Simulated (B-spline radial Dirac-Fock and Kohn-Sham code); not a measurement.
Rh⁵⁺, configuration [Kr] 4d4, inside a Watson sphere of charge −5 and radius 2.4 Å that stands in for a crystal. Method: Dirac–Fock ΔSCF (average of configuration, Fermi nucleus, Breit and QED terms, no correlation) (computed with a radial B-spline solver). Open shells are averaged over j.

A figure with this caption is to be made: «Bars give the relaxation, Breit and QED contributions (eV) to the binding energies of the deepest subshells, counted from the Koopmans value.» What will it show?

For 1s (bound by 23.278 keV) relaxation contributes −57.3 eV, the Breit interaction −45.3 eV and QED −22.8 eV, so relaxation is the largest correction there. For 4p3/2 the three are −1.46 eV, −0.068 eV and 0.0011 eV. Relaxation is largest in size for 1s.

The computed plot:

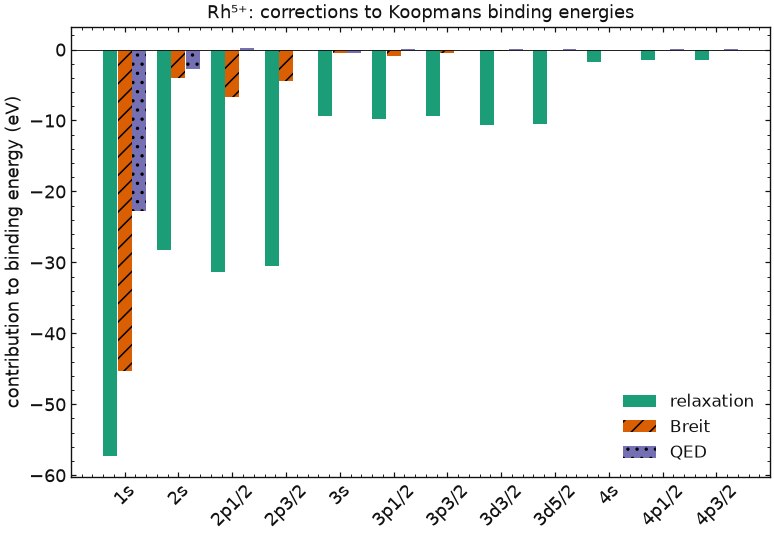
